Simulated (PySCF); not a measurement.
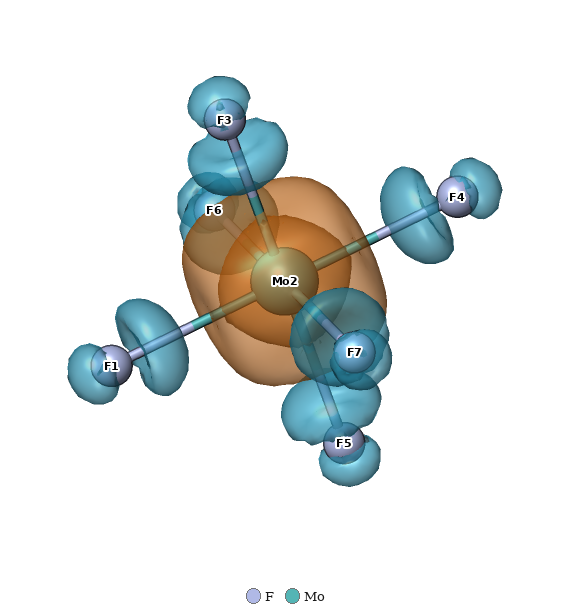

F6Mo, SMILES `F[Mo](F)(F)(F)(F)F`. Deformation density (molecule less spherical, spin-averaged free atoms at the same positions), surfaces at ±0.2 e/Å³; light blue: gain, orange: loss.

Level of theory: PBE/def2-TZVP (PySCF), at a geometry from GFN2-xTB. Core potentials replace the inner electrons of Mo; spin–orbit coupling isn't included. This is a single-reference result, which may miss multireference character in this system. No frequency check shows the geometry to be a minimum. GFN2-xTB bond lengths at metals and heavier atoms can be off by up to 0.1 Å and shapes distorted, which carries into these values.

Cartesian coordinates (Å):

```
F1       1.0832   -0.6577   -1.1874
Mo2     -0.0000    0.0000   -0.0000
F3      -1.1157    0.4341   -1.2580
F4      -1.0832    0.6577    1.1874
F5       1.1157   -0.4340    1.2581
F6       0.7733    1.5475   -0.1518
F7      -0.7733   -1.5475    0.1517
```

### How much density has each bond gained at its critical point, relative to the free atoms?

Mo2–F3, Mo2–F4, Mo2–F7, Mo2–F6 and 2 more like them: +0.02 e/Å³ at the bond critical point (bond length 1.74 Å, Mayer order 1.0); up to 0.6 Å beside the axis the gain reaches +0.31 e/Å³. In all, 1.5 electrons gather in the regions of gain relative to the promolecule. A small or negative value marks a very polar bond, one between electron-rich atoms, whose free-atom densities already overlap strongly, a long bond to a heavier atom, or a closed-shell contact such as a hydrogen bond.
